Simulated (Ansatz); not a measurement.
## Fields on a plane of BaF2 (fluorite)

```
BaF2
1.0
    0.00000     3.12313     3.12313
    3.12313     0.00000     3.12313
    3.12313     3.12313     0.00000
Ba F
1 2
Direct
  0.00000   0.00000   0.00000
  0.25000   0.25000   0.25000
  0.75000   0.75000   0.75000
```

The slice is a {110} plane (indices of the conventional cell) through the point (0.750, 0.750, 0.750) (fractional), spanned by u = [100] and v = [1 -1 -1] in vectors of this cell: u (4.42 Å) and v (6.25 Å, at 90° to u). It covers one period; positions are fractions (u, v).

Atoms on it: Ba at (0.50, 0.75); F at (0.00, 0.50); F at (0.00, 0.00).

All values below come from PBE (plane waves to 420 eV, PAW, scalar-relativistic; Ansatz, a program for electronic structure). k mesh 9×9×9. These are valence fields of a PAW run, semicore shells included where kept as valence: close to a nucleus they are smooth pseudo fields. BaF2 was relaxed with its symmetry unable to fall.

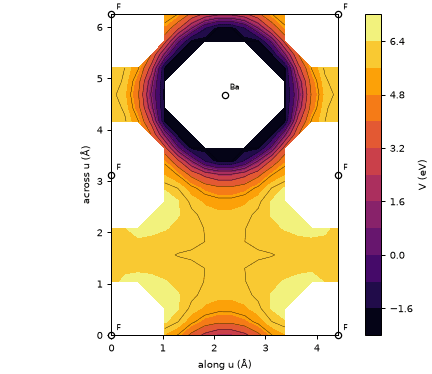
*Electrostatic potential energy of an electron, from the cell's mean, in eV, one period of the plane, atoms marked. Points within 1 Å of a nucleus are left white, as the pseudised field means little there. Values under -2 eV are set to -2. The zero, the cell's mean, hangs on the PAW cores.*

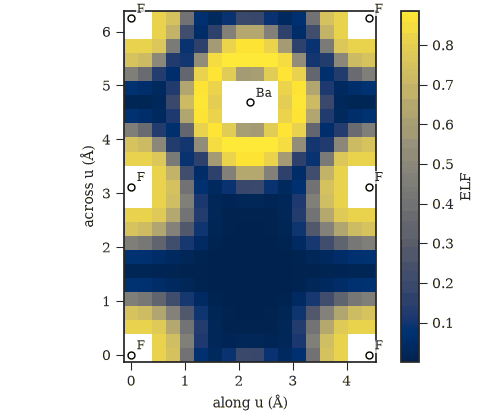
*Electron localisation function (ELF), one period of the plane, atoms marked. Points within 0.5 Å of a nucleus are left white, as the pseudised field means little there.*

Density on the Ba–F line (2.70 Å) at its density minimum, 1.5 Å from Ba: 0.19 e/Å³
ELF at that point: 0.1
Character of the Ba–F contact (rough rule: ELF there above 0.7 covalent, below 0.2 ionic, polar between): closed-shell (ionic)
